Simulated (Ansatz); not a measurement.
# Calculations on BH₄OF

### Relaxation

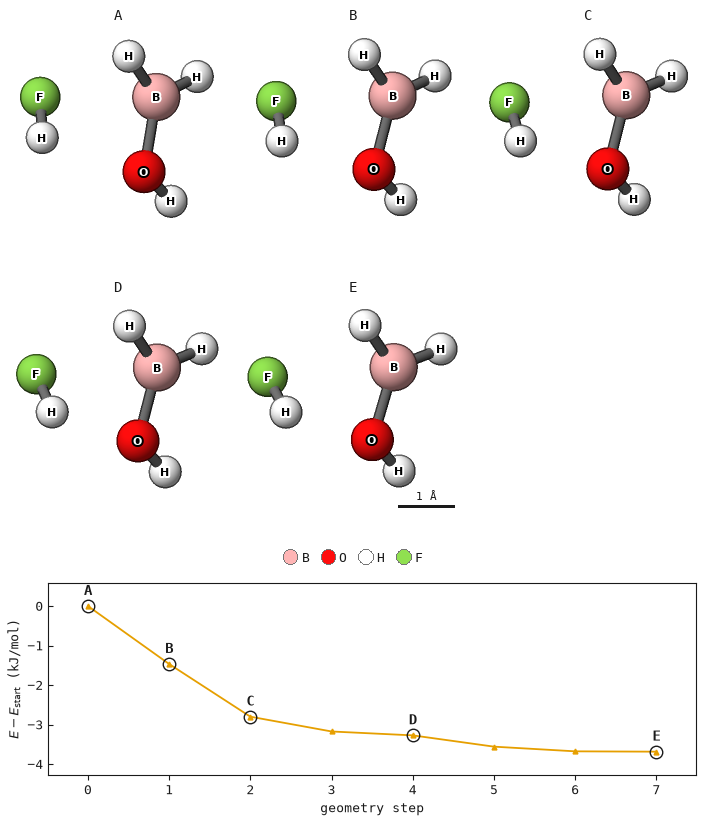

Frames of a relaxation of BH4OF, marked on the history of the run. The picture is a ball-and-stick view, seen at a tilt.

The run prepares an end point of a later path (reaction) calculation, from a guessed geometry.

All numbers below come from RKS PBE-D4/def2-SVP (Ansatz). Set-up: no spin polarisation; force threshold 0.03 eV/Å; at most 50 steps.

**What happens along the run?**

The energy falls by 3.68 kJ/mol in 7 geometry steps. Largest force component: 0.64 eV/Å at the start, 0.012 eV/Å at the end. The atom that moves furthest after the best rigid fit is the F atom (0.20 Å). By element the largest moves are F 0.20 Å, H 0.20 Å, O 0.17 Å, B 0.06 Å. Some distances before and after: B–O 1.389 → 1.375 Å, F–H 0.932 → 0.945 Å. The run took 10 s on 1 thread of Arm Neoverse V2 (shared host), peak memory 0.12 GiB. From step 0 to 1: O and H atoms move most (0.12 Å), energy −1.47 kJ/mol. From step 1 to 2: an H atom moves most (0.07 Å), energy −1.33 kJ/mol. From step 2 to 4: the F atom moves most (0.06 Å), energy −0.47 kJ/mol. From step 4 to 7: an H atom moves most (0.09 Å), energy −0.41 kJ/mol.

```csv
step,"E − E(0), kJ/mol","largest force component, eV/Å"
0,0.00,0.6438
1,-1.47,0.4435
2,-2.80,0.2987
3,-3.17,0.2840
4,-3.27,0.3237
5,-3.56,0.0934
6,-3.68,0.0579
7,-3.68,0.0120
```

Limits of the set-up: the start holds two separate molecules, 2.2 Å apart at their closest, whose relative position is a soft coordinate.

### Relaxation

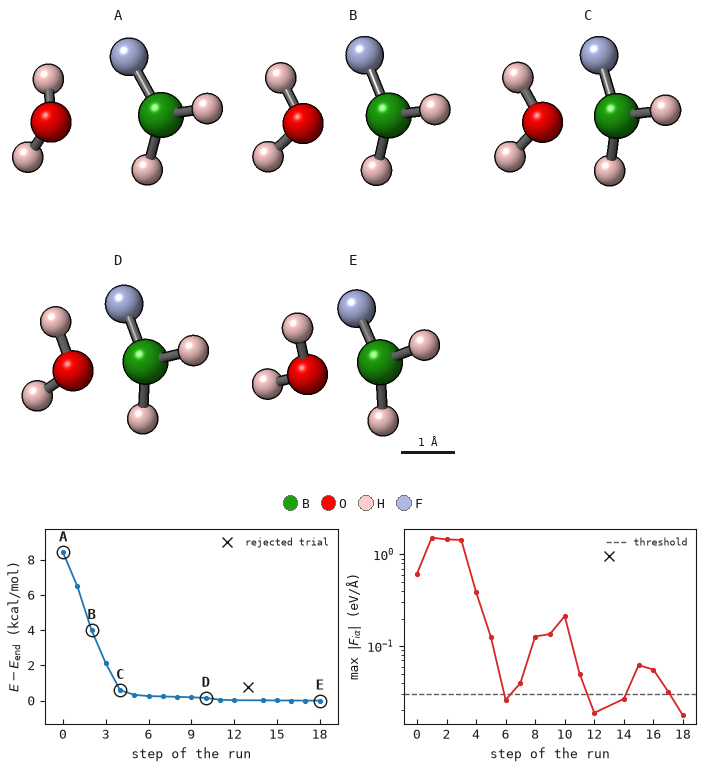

Frames of a relaxation of BH4OF, marked on the history of the run. Style: ball-and-stick. Shown at a tilt.

The run prepares an end point of a later path (reaction) calculation, from a guessed geometry.

Method: RKS PBE-D4/def2-SVP (Ansatz). (no spin polarisation; force threshold 0.03 eV/Å; at most 50 steps)

Describe the path.

The atom that moves furthest after the best rigid fit is an H atom (0.65 Å). Largest moves by element: H 0.65 Å, O 0.57 Å, B 0.34 Å, F 0.32 Å. Some distances before and after: B–O 2.597 → 1.742 Å, B–F 1.335 → 1.384 Å, B–H 1.216 → 1.228 Å, H–O 0.991 → 0.981 Å. Bond angles that change, for instance: H–B–H 124.6° → 119.6°, H–O–H 102.1° → 104.8°, H–B–F 117.9° → 115.4°. The energy falls by 8.41 kcal/mol in 17 accepted moves (18 points after the start). Largest force component: 0.62 eV/Å at the start, 0.018 eV/Å at the end. The line search rejected the trial step at point 13 of the run. The forces were under the threshold at step 6, but the run went on from there. Cost: 24 s on 1 thread of Arm Neoverse V2, with other jobs on the host, peak memory 0.12 GiB. From step 0 to 2: the O atom moves most (0.38 Å), energy −4.41 kcal/mol. From step 2 to 4: B and H atoms move most (0.15 Å), energy −3.41 kcal/mol. From step 4 to 10: an H atom moves most (0.24 Å), energy −0.44 kcal/mol. From step 10 to 18: an H atom moves most (0.31 Å), energy −0.16 kcal/mol.

### Path

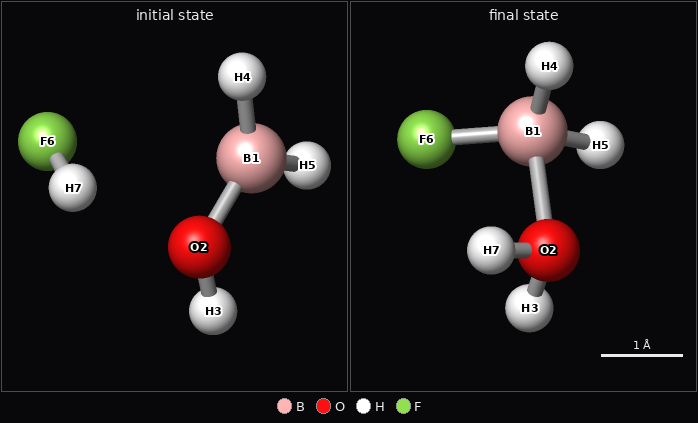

The two relaxed end points of a path for BH4OF. Style: ball-and-stick. Shown face on.

Theory: RKS PBE-D4/def2-SVP in Ansatz.

Run with 7 movable images; climbing image; force threshold 0.03 eV/Å; iteration limit 60.

Start:
```xyz
7

B    -0.0635   -0.2700    0.0875
O    -0.0359   -0.2844    1.4621
H    -0.9263   -0.3971    1.8455
H     1.0148   -0.1950   -0.4617
H    -1.1209   -0.3924   -0.5025
F     0.0890    2.3058    0.8343
H     0.2562    1.5553    1.3830
```

End:
```xyz
7

B    -0.0929    0.3675   -0.0789
O    -0.0442   -0.1266    1.5904
H    -0.9123    0.1288    1.9678
H     1.0610    0.1098   -0.4091
H    -1.0112   -0.3412   -0.4809
F    -0.3898    1.7142    0.0357
H     0.6030    0.4697    2.0232
```

Q: Predict the minimum-energy path and its barrier.

A: Forward barrier 0.25 eV, backward barrier 0.70 eV, with image 3 at the top; the reaction energy is −0.45 eV. Breaking: F6–H7 (0.94 → 1.10 at the top → 2.55 Å). Forming: B1–F6 (2.69 → 1.70 at the top → 1.38 Å), O2–H7 (1.86 → 1.34 at the top → 0.98 Å). The band converged in 12 iterations. The largest component of the band force went from 6.5 to 0.017 eV/Å. The climbing image converged on the top of the path. Its vibrational analysis gives one imaginary mode (624i cm⁻¹), as a transition state must have.

Energies of the converged images:

```tsv
image	path (Å)	E (eV)
0	0.00	0.000
1	0.34	0.018
2	0.68	0.114
3	1.02	0.253
4	1.38	-0.110
5	1.74	-0.400
6	2.10	-0.439
7	2.46	-0.445
8	2.82	-0.448
```

The geometry at the top of the path:

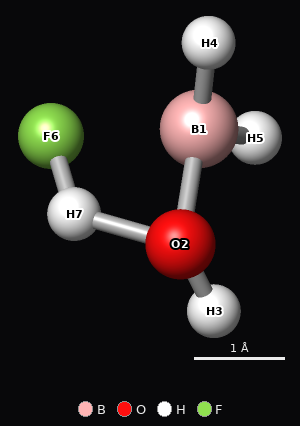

The run took 91 s on 1 thread of Arm Neoverse V2, on a shared host, peak memory 0.1 GiB.
